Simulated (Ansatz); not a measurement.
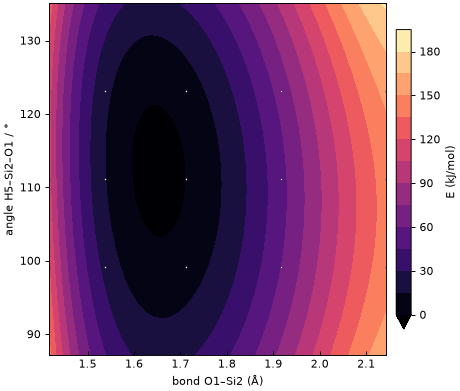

Energy landscape of ClFHOSi, SMILES [O][SiH](F)Cl, spin multiplicity 2. Two internal coordinates are moved rigidly from the geometry relaxed at PBE0-D4/def2-TZVP, all others fixed. The first coordinate is: bond O1–Si2; the second: angle H5–Si2–O1. Grid: 5 × 5 points. Points are written as (first, second). Energies: kJ/mol, counted from the lowest grid point. Theory: UKS PBE-D4/def2-TZVPP (Ansatz).

The picture shows filled contours, dots at the grid points. Between grid points the surface is interpolated. 

Where are the wells?

Answer. The lowest grid point is at (1.712 Å, 111°). The bottom of the well lies between grid points, at about (1.645 Å, 112°), about 4.4 kJ/mol lower on the interpolated surface. No other kind of well shows on this grid. The highest grid point, (2.143 Å, 135°), lies 182 kJ/mol above the lowest. Round the minimum the two coordinates are weakly coupled (coupling 0.09 in units of the two stiffnesses).

Grid values (kJ/mol):

| angle H5–Si2–O1 ↓, bond O1–Si2 → | 1.417 | 1.537 | 1.712 | 1.916 | 2.143 |
| --- | --- | --- | --- | --- | --- |
| 135 | 128 | 41 | 32 | 93 | 182 |
| 123 | 110 | 20 | 7 | 66 | 154 |
| 111 | 109 | 16 | 0 | 55 | 141 |
| 99 | 121 | 26 | 8 | 60 | 143 |
| 87 | 140 | 46 | 28 | 78 | 160 |
